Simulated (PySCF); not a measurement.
Geometry relaxation of Ga₂H₃BrCl₂

The run: geometry relaxation of Ga₂H₃BrCl₂. Method and program: PBE0-D3(BJ)/def2-SVP geometry optimisation, gas phase (PySCF 2.14.0).

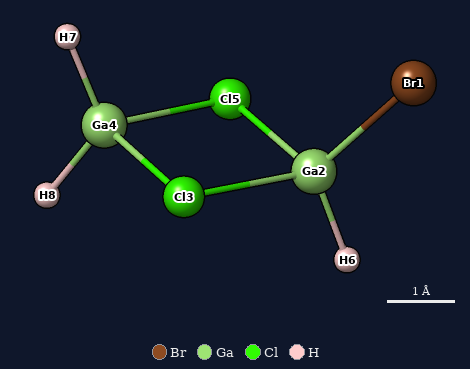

**Figure 1.** The structure as given in the input (ball-and-stick view, seen at a tilt; atoms are numbered from 1 in the order of the input). Sticks mark near contacts. Bond lengths as drawn: Br–Ga 2.27 Å, Cl–Ga 2.25 to 2.31 Å and Ga–H 1.53 to 1.56 Å.

The input:
```
{"job": {"xc": "PBE0", "basis": "def2-SVP", "d3": "d3bj", "grid": 1, "shake": 0.01, "kind": "geom"}, "charge": 0, "multiplicity": 1}
Br     3.261840     0.837850     0.368030
Ga     1.488170    -0.474870    -0.162500
Cl    -0.127430    -0.591200     1.479770
Ga    -1.620530     0.399910     0.120050
Cl    -0.070130     0.532900    -1.527420
H      1.762820    -1.883160    -0.689920
H     -1.951120     1.813960     0.651540
H     -2.688490    -0.654530    -0.292030
```

The first line tells a small driver script what to run in PySCF; the rest is the geometry in Å.

Run on 1 CPU thread, shared host.

Command:
```bash
OMP_NUM_THREADS=1 python <driver script> task.json out
```

Log:
```
step   0  E = -7344.05284404  max force = 0.033630
step   1  E = -7344.06093784  max force = 0.004205
step   2  E = -7344.06128370  max force = 0.002118
step   3  E = -7344.06137964  max force = 0.001494
step   4  E = -7344.06144250  max force = 0.000662
step   5  E = -7344.06155103  max force = 0.001311
step   6  E = -7344.06157614  max force = 0.002663
step   7  E = -7344.06162231  max force = 0.001901
step   8  E = -7344.06164699  max force = 0.000657
step   9  E = -7344.06166013  max force = 0.000304
optimisation converged
```

Trajectory as extended XYZ (Å, eV, eV/Å), 10 frames, from step=0 to step=9:
```
8
Properties=species:S:1:pos:R:3:forces:R:3 step=0 energy=-199841.85689
Br    3.2618    0.8378    0.3680   -0.0135   0.2869   0.0828
Ga    1.4882   -0.4749   -0.1625    0.5045  -0.3348  -0.1138
Cl   -0.1274   -0.5912    1.4798    0.5782  -0.3939   1.0794
Ga   -1.6205    0.3999    0.1201   -1.7293   0.3632   0.0117
Cl   -0.0701    0.5329   -1.5274    0.4529   0.3629  -0.9475
H     1.7628   -1.8832   -0.6899   -0.0206  -0.3638  -0.1230
H    -1.9511    1.8140    0.6515    0.1477   0.2128   0.0692
H    -2.6885   -0.6545   -0.2920    0.0800  -0.1334  -0.0587
8
Properties=species:S:1:pos:R:3:forces:R:3 step=1 energy=-199842.07713
Br    3.1584    0.9406    0.3559   -0.0444   0.0143   0.0763
Ga    1.5381   -0.5678   -0.1946   -0.1966  -0.0176  -0.0136
Cl   -0.0559   -0.6069    1.5520   -0.0249   0.0806  -0.2162
Ga   -1.7095    0.4478    0.1404    0.1349  -0.0213   0.0118
Cl   -0.0344    0.5351   -1.5791   -0.0293  -0.0460   0.1512
H     1.7864   -2.0046   -0.7240   -0.0132   0.0445   0.0156
H    -1.9028    1.8925    0.6796    0.0894  -0.0148  -0.0156
H    -2.7219   -0.6542   -0.2811    0.0840  -0.0398  -0.0094
8
Properties=species:S:1:pos:R:3:forces:R:3 step=2 energy=-199842.08654
Br    3.1187    0.9520    0.4021   -0.0339   0.0065   0.0483
Ga    1.5257   -0.5682   -0.1922   -0.1089  -0.0047  -0.0022
Cl   -0.0681   -0.6158    1.5369   -0.0309   0.0348  -0.0912
Ga   -1.6991    0.4488    0.1288    0.0790  -0.0074   0.0243
Cl   -0.0316    0.5285   -1.5836   -0.0101  -0.0149   0.0541
H     1.7858   -2.0002   -0.7201    0.0082   0.0093  -0.0070
H    -1.8680    1.8951    0.6664    0.0542   0.0039  -0.0095
H    -2.7050   -0.6578   -0.2893    0.0424  -0.0274  -0.0168
8
Properties=species:S:1:pos:R:3:forces:R:3 step=3 energy=-199842.08916
Br    3.0355    0.9713    0.4924    0.0241  -0.0044  -0.0131
Ga    1.5036   -0.5759   -0.1823    0.0207  -0.0211  -0.0042
Cl   -0.1007   -0.6453    1.5141   -0.0336  -0.0470   0.0768
Ga   -1.6786    0.4563    0.1082   -0.0353   0.0299   0.0309
Cl   -0.0216    0.5120   -1.5953    0.0173   0.0208  -0.0692
H     1.7996   -1.9969   -0.7173    0.0204   0.0016  -0.0083
H    -1.7942    1.9082    0.6415   -0.0016   0.0074   0.0012
H    -2.6852   -0.6472   -0.3123   -0.0118   0.0129  -0.0140
8
Properties=species:S:1:pos:R:3:forces:R:3 step=4 energy=-199842.09087
Br    3.0424    0.9611    0.4867    0.0052  -0.0099  -0.0026
Ga    1.5024   -0.5824   -0.1810    0.0048  -0.0030  -0.0019
Cl   -0.1067   -0.6525    1.5170   -0.0183  -0.0332   0.0310
Ga   -1.6786    0.4631    0.1109   -0.0196   0.0207   0.0181
Cl   -0.0200    0.5118   -1.5955    0.0145   0.0126  -0.0341
H     1.7991   -2.0019   -0.7194    0.0133  -0.0047  -0.0047
H    -1.7875    1.9149    0.6457    0.0050   0.0060   0.0034
H    -2.6928   -0.6316   -0.3152   -0.0048   0.0115  -0.0093
8
Properties=species:S:1:pos:R:3:forces:R:3 step=5 energy=-199842.09382
Br    3.0354    0.9217    0.5009   -0.0201  -0.0177   0.0111
Ga    1.4892   -0.6139   -0.1756   -0.0154   0.0306   0.0009
Cl   -0.1436   -0.6968    1.5123    0.0164  -0.0044  -0.0674
Ga   -1.6693    0.4972    0.1136    0.0075   0.0012  -0.0162
Cl   -0.0086    0.5067   -1.6009    0.0112  -0.0047   0.0479
H     1.8003   -2.0253   -0.7261   -0.0105  -0.0183   0.0056
H    -1.7260    1.9478    0.6593    0.0112   0.0005   0.0134
H    -2.7193   -0.5548   -0.3344   -0.0002   0.0129   0.0046
8
Properties=species:S:1:pos:R:3:forces:R:3 step=6 energy=-199842.09450
Br    3.0124    0.8541    0.5369   -0.0340  -0.0201   0.0154
Ga    1.4640   -0.6661   -0.1719   -0.0222   0.0446   0.0024
Cl   -0.2079   -0.7703    1.4874    0.0565   0.0538  -0.1370
Ga   -1.6484    0.5558    0.1151    0.0278  -0.0301  -0.0476
Cl    0.0121    0.5020   -1.6084    0.0062  -0.0239   0.1168
H     1.7936   -2.0684   -0.7353   -0.0397  -0.0292   0.0110
H    -1.6106    1.9957    0.6885    0.0085  -0.0081   0.0228
H    -2.7568   -0.4204   -0.3632   -0.0029   0.0130   0.0162
8
Properties=species:S:1:pos:R:3:forces:R:3 step=7 energy=-199842.09576
Br    3.0126    0.8352    0.5431   -0.0215  -0.0090   0.0089
Ga    1.4604   -0.6753   -0.1755   -0.0127   0.0187   0.0010
Cl   -0.2133   -0.7744    1.4772    0.0442   0.0419  -0.0977
Ga   -1.6444    0.5674    0.1139    0.0242  -0.0305  -0.0362
Cl    0.0178    0.5065   -1.6063    0.0002  -0.0150   0.0915
H     1.7802   -2.0816   -0.7365   -0.0360  -0.0157   0.0065
H    -1.5929    2.0023    0.6985    0.0044  -0.0037   0.0162
H    -2.7621   -0.3975   -0.3653   -0.0029   0.0133   0.0099
8
Properties=species:S:1:pos:R:3:forces:R:3 step=8 energy=-199842.09643
Br    3.0274    0.7912    0.5408    0.0106   0.0128  -0.0048
Ga    1.4567   -0.6920   -0.1891    0.0193  -0.0318  -0.0023
Cl   -0.2064   -0.7670    1.4572   -0.0186  -0.0106   0.0338
Ga   -1.6376    0.5867    0.1156    0.0129  -0.0069   0.0032
Cl    0.0283    0.5256   -1.5923   -0.0101   0.0167  -0.0111
H     1.7312   -2.1107   -0.7449   -0.0071   0.0106  -0.0119
H    -1.5729    2.0108    0.7251   -0.0043   0.0046  -0.0013
H    -2.7683   -0.3622   -0.3633   -0.0026   0.0045  -0.0056
8
Properties=species:S:1:pos:R:3:forces:R:3 step=9 energy=-199842.09679
Br    3.0284    0.7807    0.5399    0.0008   0.0049  -0.0014
Ga    1.4534   -0.6994   -0.1895    0.0142  -0.0148  -0.0003
Cl   -0.2130   -0.7755    1.4566   -0.0042   0.0003   0.0156
Ga   -1.6342    0.5934    0.1188    0.0124  -0.0069  -0.0038
Cl    0.0304    0.5282   -1.5906   -0.0085   0.0088  -0.0009
H     1.7251   -2.1158   -0.7516   -0.0088   0.0043  -0.0089
H    -1.5606    2.0159    0.7314   -0.0034   0.0013   0.0018
H    -2.7712   -0.3451   -0.3659   -0.0025   0.0022  -0.0021
```

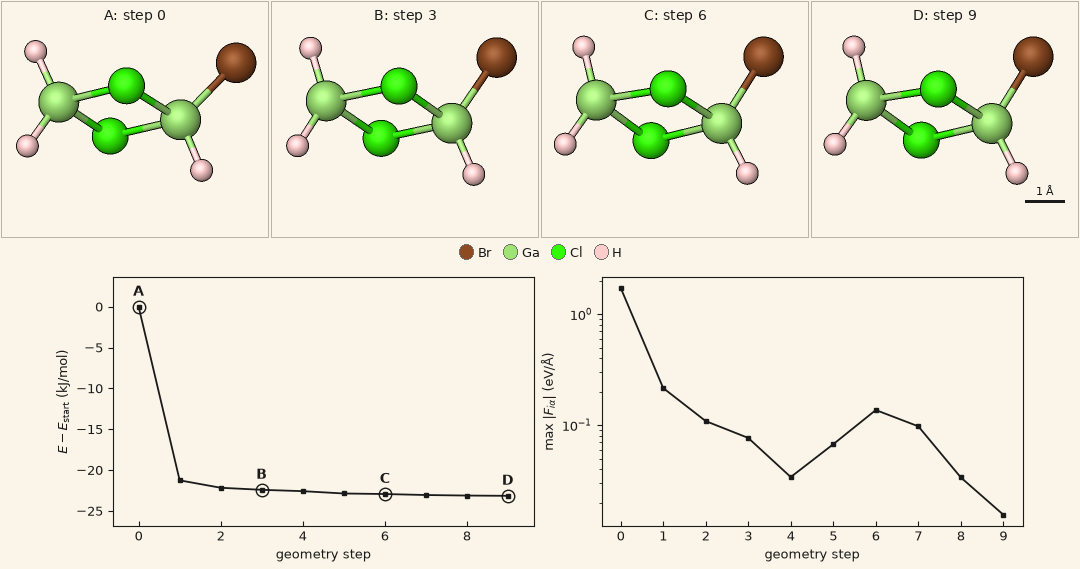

**Figure 2.** Frames of the relaxation (ball-and-stick view, seen at a tilt) above the curves, on which the letters mark them (steps are counted from 0).

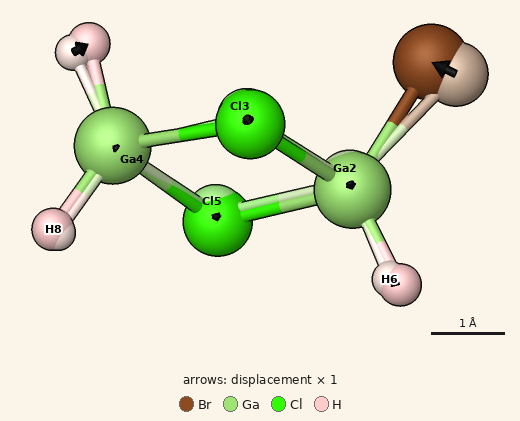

**Figure 3.** Start (faint) and end (solid) with the displacements as black arrows, at true length (ball-and-stick view, seen at a tilt). The two geometries are laid on each other by the best rigid fit. The energy falls by 23.1 kJ/mol in 9 geometry steps. Largest force component: 1.7 eV/Å at the start, 0.016 eV/Å at the end. The atom that moves furthest after the best rigid fit is Br1 (0.38 Å). Largest moves by element: Br 0.38 Å, H 0.26 Å, Cl 0.14 Å, Ga 0.11 Å. Among the contacts that change: Cl3–Ga4 2.250 → 2.384 Å, Ga4–Cl5 2.266 → 2.387 Å, Ga2–Cl5 2.304 → 2.344 Å, Ga2–Cl3 2.307 → 2.344 Å. Among the angles that change: H7–Ga4–H8 124.3° → 135.5°, Br1–Ga2–Cl5 114.5° → 105.7°, Br1–Ga2–H6 118.2° → 126.1°. (Atoms are counted from 1 in the order of the input.)

Key numbers:

| quantity | value |
| --- | --- |
| outcome | converged |
| total energy | −7344.061660 hartree |
| dipole moment | 1.90 D |
| point group | Cs |
| wall time | 4.3 min |
| peak memory | 0.74 GiB |
